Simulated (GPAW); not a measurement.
Consider KCaF3 (Pm-3m).

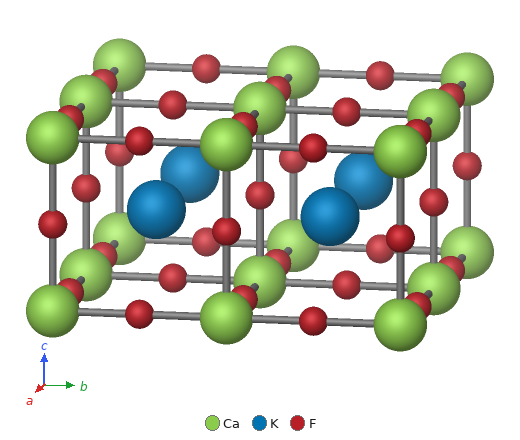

The structure (calcium green, potassium blue, fluorine red). 2×2×1 cells are drawn. Some periodic images of atoms are drawn too.

```cif
data_structure
_symmetry_space_group_name_H-M 'P 1'
_symmetry_Int_Tables_number 1
_cell_length_a 4.4817
_cell_length_b 4.4817
_cell_length_c 4.4817
_cell_angle_alpha 90.000
_cell_angle_beta 90.000
_cell_angle_gamma 90.000
_cell_volume 90.02
loop_
_atom_site_label
_atom_site_type_symbol
_atom_site_fract_x
_atom_site_fract_y
_atom_site_fract_z
_atom_site_occupancy
Ca1 Ca 0.00000 0.00000 0.00000 1
K2 K 0.50000 0.50000 0.50000 1
F3 F 0.50000 0.00000 0.00000 1
F4 F 0.00000 0.00000 0.50000 1
F5 F 0.00000 0.50000 0.00000 1
```

Absorber: atom 3, with 2 Ca at 2.24 Å (linear, site symmetry 4/mmm). Method: GPAW, LDA, full core hole (charged cell), 10-atom cell with 6.3 Å between holes, 5×5×5 k points, dipole transitions, Gaussian full width 0.9 eV up to 4 eV, rising linearly to 3.5 eV at 25 eV.

Where do the maxima of the F K edge fall?

Main maxima up to 24 eV above the zero (height): 2.9 eV (3.04), 5.4 eV (2.47), 8.9 eV (0.93), 14.3 eV (1.51) and 22.8 eV (1.48). A K edge sees empty p states on the absorber. The total-energy difference plus the lowest empty eigenvalue puts the zero at 689.52 eV. One term is added: -9.89 eV, since the hole is spin-paired here and a spin-polarised one costs that much less in the free atom (computed apart). The photon energy is then 679.63 eV. The functional and the charged cell's background leave an error in such absolute values: in the free atom LDA prices this hole 4.7 eV below PBE (computed apart), and PBE is itself good to a few eV.

The F K spectrum (energy from the lowest empty level; intensity scaled to a mean of 1 over the first 20 eV):

| E (eV) | intensity |
| --- | --- |
| -2.0 | 0.00 |
| -0.5 | 0.00 |
| 1.0 | 0.19 |
| 2.5 | 2.49 |
| 4.0 | 0.78 |
| 5.5 | 2.41 |
| 7.0 | 0.62 |
| 8.5 | 0.89 |
| 10.0 | 0.62 |
| 11.5 | 0.46 |
| 13.0 | 1.01 |
| 14.5 | 1.49 |
| 16.0 | 0.97 |
| 17.5 | 0.66 |
| 19.0 | 0.72 |
| 20.5 | 1.10 |
| 22.0 | 1.43 |
| 23.5 | 1.46 |
| 25.0 | 1.44 |
| 26.5 | 1.44 |
| 28.0 | 1.30 |
| 29.5 | 1.12 |
| 31.0 | 0.85 |

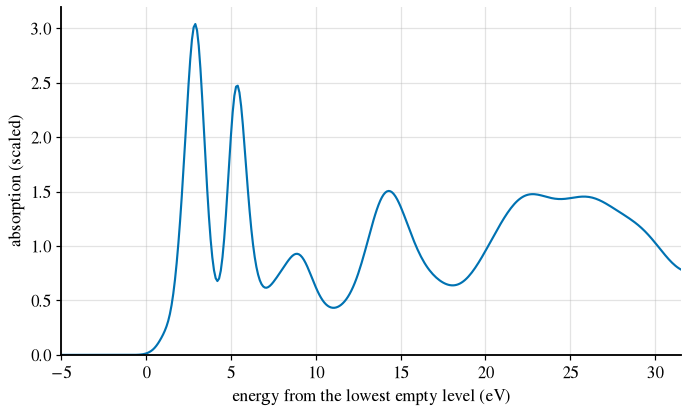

The F K edge.

The holes are only 6.3 Å apart, so the shape is probably not converged with cell size; no larger cell was run here. The mesh is coarse (0.28 Å⁻¹ between points), so small maxima may be mesh ripples. Lifetime broadening is put in by hand, and intensities beyond about 20 eV depend on it and on the partial waves. The structure is a computed Materials Project entry and may be a hypothetical form.

[Banner, clock and machine lines of the logs are left out without a mark of their own.]

[Logs are printed without paths, hosts, clocks, repeated set-up lines and the standing remarks that a program may print on its own settings, such as how far it seeks lower states.]

[Hosts, paths, dates, database ids (printed as entryN), source tags and the programs' standing remarks are cut or masked in the printed files.]

[Lists of maxima count a maximum above −3 eV only where it reaches 4 % of the highest in the window and stands out from its surroundings by 2 % of it (1.5 % where it reaches 55 %); shoulders and weaker maxima are passed over, and of the rest the first, up to two pre-edge ones and the few strongest are named.]
